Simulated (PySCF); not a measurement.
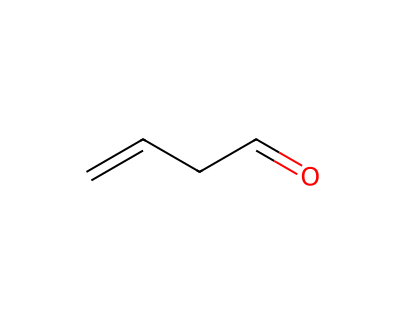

The geometry was computed by an optimisation with GFN2-xTB. No frequency run is at hand to confirm it as a minimum. Properties computed with PBE0/def2-SVPD, gas phase (PySCF 2.14.0). Excitations: vertical, linear response.

**Estimate the LUMO energy (Kohn–Sham orbital).**

−1.14 eV.

**What is the dipole moment?**

2.81 D.

**Give the mean static polarisability at this level.**

52.7 bohr³.

**Give the HOMO energy (Kohn–Sham orbital) at this level.**

−7.45 eV.
